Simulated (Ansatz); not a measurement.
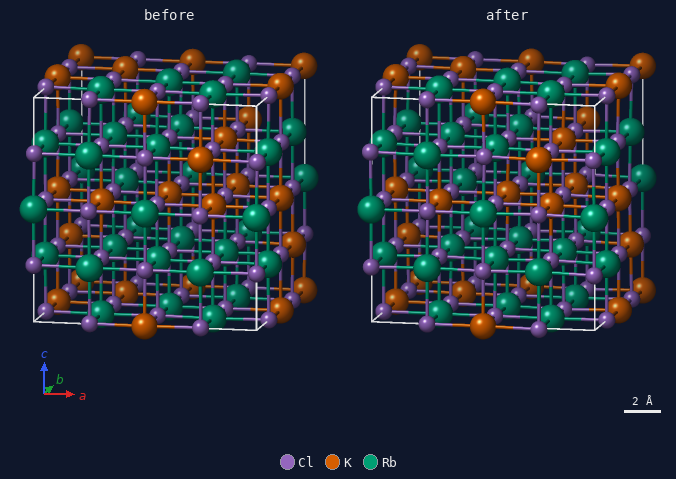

The structure of crystalline Cl32K12Rb20 (a generated structure, set up in P1) before (left) and after (right) a relaxation, at one scale.

Style: ball-and-stick. Shown: the cell of the calculation, slightly off an axis.

The calculation used DFT, PBEsol, PAW, plane waves (Ansatz 0.2.0). Set-up: plane-wave cutoff 420 eV; k-point mesh 1 × 1 × 1; mesh shifted by (0.25, 0.25, 0.25); no spin polarisation; cell relaxed at fixed shape; force threshold 0.03 eV/Å; at most 80 steps.

Describe what moved and what it gained.

Answer. Over 3 geometry steps the energy falls by 3.9 meV per atom. Largest force component: 0.2 eV/Å at the start, 0.0062 eV/Å at the end. The pressure goes from 0.12 to 0.02 GPa. The atom that moves furthest relative to the cell is a Cl atom (0.15 Å along [−2 −1 2]). Largest moves by element: Cl 0.15 Å, K 0.07 Å, Rb 0.06 Å. The volume changes by +0.2 %, with a = b = c 12.863 → 12.870 Å (+0.1 %). Among the contacts that change: Cl–K 3.277 → 3.139 Å, Cl–Rb 3.160 → 3.294 Å, Cl–K 3.238 → 3.120 Å, Cl–Rb 3.184 → 3.295 Å. Bond angles that change, for instance: K–Cl–K 88.4° → 92.8°, Cl–K–Cl 91.0° → 87.4°, Cl–Rb–Cl 88.9° → 92.5°. The space group stays P1 (No. 1).
